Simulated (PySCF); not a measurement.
Cl$_{2}$CrO$_{2}$, SMILES `O=[Cr](=O)(Cl)Cl`.

Method: PBE0/def2-SVP; geometry: GFN2-xTB; program: PySCF. This is a single-reference result, which may miss multireference character in this system. No frequency check shows the geometry to be a minimum. GFN2-xTB bond lengths at metals and heavier atoms can be off by up to 0.1 Å and shapes distorted, which carries into these values.

Input script:

```python
import numpy as np
from pyscf import gto, scf, dft
from pyscf.scf import atom_ks, atom_hf
from scipy.linalg import block_diag

def solve(mol, dm0=None, hcore=None):
    mf = (dft.UKS if mol.spin else dft.RKS)(mol, xc='pbe0')
    mf.grids.level = 3
    mf = mf.density_fit(auxbasis='def2-universal-jkfit')
    mf.conv_tol, mf.max_cycle = 1e-8, 80
    if hcore is not None:
        mf.get_hcore = lambda *args: hcore
    mf.kernel(dm0)
    if not mf.converged:
        mf = mf.newton().run(mf.mo_coeff, mf.mo_occ, max_cycle=30)
    assert mf.converged, 'SCF not converged'
    return mf

mol = gto.M(atom='''
O     -0.00029    -1.18784    -1.32721
Cr    -0.00009    -0.38526     0.00001
O      0.00031    -1.18787     1.32717
Cl     1.63022     0.83090    -0.00011
Cl    -1.63010     0.83098     0.00012
''', basis='def2-svp', charge=0, spin=0, verbose=4)
mf = solve(mol)
mf.analyze()
# spherically averaged free atoms, for the promolecule
atm = atom_ks.get_atm_nrks(mol, xc='pbe0')
pro = block_diag(*[(atm[a[0]][2] * atm[a[0]][3]) @ atm[a[0]][2].T for a in mol._atom])
np.savez('result.npz', e=mf.e_tot, c=mf.mo_coeff, occ=mf.mo_occ, eps=mf.mo_energy, pro=pro, dip=mf.dip_moment(verbose=0), s2=mf.spin_square()[0])
```

Command:

```sh
OMP_NUM_THREADS=1 python input.py
```

The run took 5.7 s on 1 thread of AMD EPYC 9R14 (Zen 4), on a shared host, peak memory 0.4 GiB.

Partitions, critical points and surface values were worked out afterwards from this run's density.

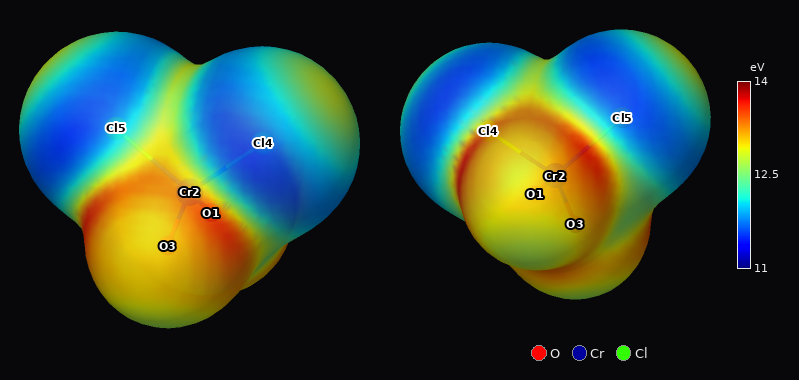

Average local ionisation energy on the surface of electron density 0.001 a.u. (back view left, front view right).

**Locate the minima of the map.**

The lowest value is 11.5 eV, 2.0 Å from Cl4, and at like points elsewhere. Further minima include 12.6 eV, 1.7 Å from O1, and at like points elsewhere. For comparison, the highest occupied orbital lies at −9.7 eV.

**What volume does the surface enclose, and what is the dipole moment?**

About 107 Å³; the dipole moment is 1.0 D.
